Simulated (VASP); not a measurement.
Band structure of SiRu (space group Pm-3m). Calculation: r2SCAN meta-GGA, VASP's PBE PAW potentials (set 64) (plane waves; VASP).

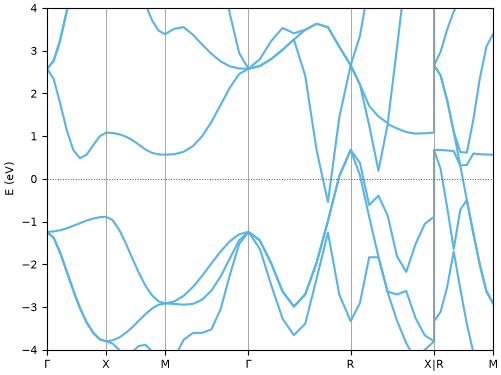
Figure. Bands along high-symmetry lines, zero at the valence-band maximum or, without a gap, the Fermi level

Task: Read the plot: is there a gap, and where are the band edges?

Result: It has no gap at this level: it comes out as a metal or semimetal.

The structure comes from a computed database's SiRu entry (Pm-3m); how it stands against other phases isn't given here. It was relaxed first.
